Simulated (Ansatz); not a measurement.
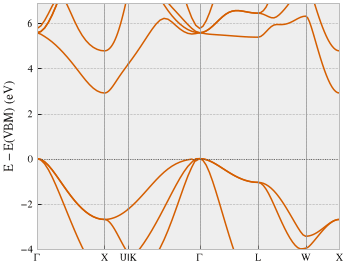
Fig. 1. Band structure from PBEsol in the plane-wave PAW code Ansatz

**Question.** Read off the gap and where the band edges lie.

**Answer.** About 2.9 eV (2.91 eV by a search for the band edges); maximum at Γ, minimum at X.

**Question.** Pick the material that matches.
(A) ZnSe, zinc blende
(B) BP, zinc blende
(C) ZnS, zinc blende
(D) BeS, zinc blende

**Answer.** D, BeS, zinc blende

Space group F-43m (zinc blende). The cell was relaxed with PBEsol under the symmetry of its start.

Potentials: the earlier of the program's two PAW sets. The files were generated under PBE; for other functionals the program regenerates the frozen cores, and for LDA and PBEsol the local potential too.
